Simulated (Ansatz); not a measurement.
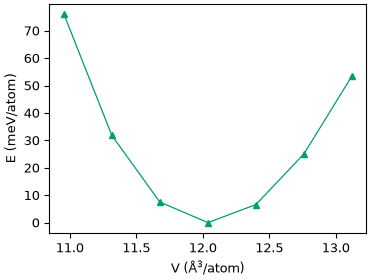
Fig. 1. Ni$_{3}$Sn (Cu3Au type, Pm-3m) under volume change, the program Ansatz at the LDA level (PAW), scaled uniformly.

Problem. What does a third-order Birch–Murnaghan fit give for V₀, B₀ and B′?

Solution. V₀ = 12.04 Å³/atom, B₀ = 208 GPa, B′ = 4.9.

The workflow started from a Materials Project entry (that database holds measured and hypothetical structures alike); the Crystallography Open Database files this formula in space group No. 221, but the cells were not matched. Its standing as an ambient phase is unchecked. The cell was relaxed with LDA under the symmetry of its start; of distortions, only those at the zone centre were tested. No spin polarisation was allowed. Spin–orbit coupling is left out wherever it is not named.

Potentials: the later of the program's two PAW sets.
